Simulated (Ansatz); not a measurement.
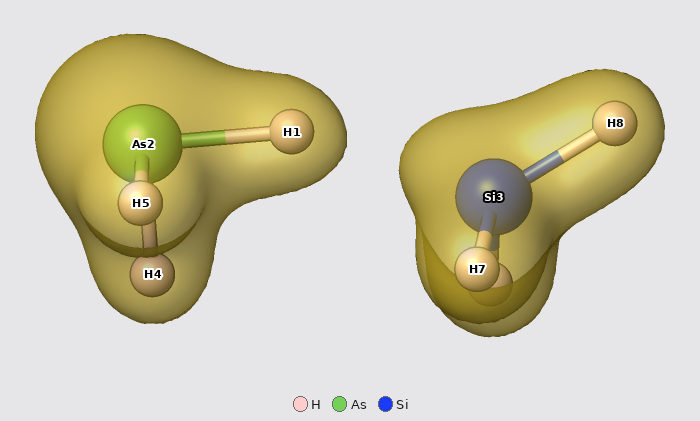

The picture shows: AsH3···H3Si (doublet). Isosurface of the electron density at 0.3 e/Å³ (yellow), seen from one side.

A transition-state structure; geometry: PBE0-D4/def2-TZVP.

Level of theory: UKS PBE0-D4/def2-TZVPP (Ansatz).

The calculation's input:

```
crystal:
  periodic: [false, false, false]
  atoms:
    - {symbol: H, position_ang: [-0.784471, -0.222327, -0.567343]}
    - {symbol: As, position_ang: [-1.848474, 0.826829, -1.052203]}
    - {symbol: Si, position_ang: [1.021725, -0.978686, 0.531990]}
    - {symbol: H, position_ang: [-1.777393, 1.566376, 0.276518]}
    - {symbol: H, position_ang: [-0.760582, 1.704483, -1.654881]}
    - {symbol: H, position_ang: [0.516610, -0.635902, 1.886663]}
    - {symbol: H, position_ang: [1.967116, 0.059333, 0.046066]}
    - {symbol: H, position_ang: [1.665468, -2.320108, 0.533090]}
basis:
  gaussian: {orbitals: def2-TZVPP}
magnetization: {spin_polarized: true, initial_magnetization: 1}
hamiltonian: {xc: pbe0, dispersion: d4}
output: {orbitals: {seedname: orbitals}}
```

Run with:

```sh
ansatz run in.yaml --threads 4 --pin off --events-out ev --progress --plain --max-ram 9574MiB
```

> How is the density connected at this value?

At this value the surface falls into two separate pieces. It bridges the sampled Si–H (1.49 Å) and As–H (1.52 Å) contacts, where the density stays above the isovalue. It is pinched off along the sampled Si···H (2.25 Å) contacts. On the grid the lowest density along these lines, outside the cores, is 0.22 e/Å³ (Si···H, 2.25 Å), 0.81 e/Å³ (Si–H, 1.49 Å) and 1 e/Å³ (As–H, 1.52 Å).
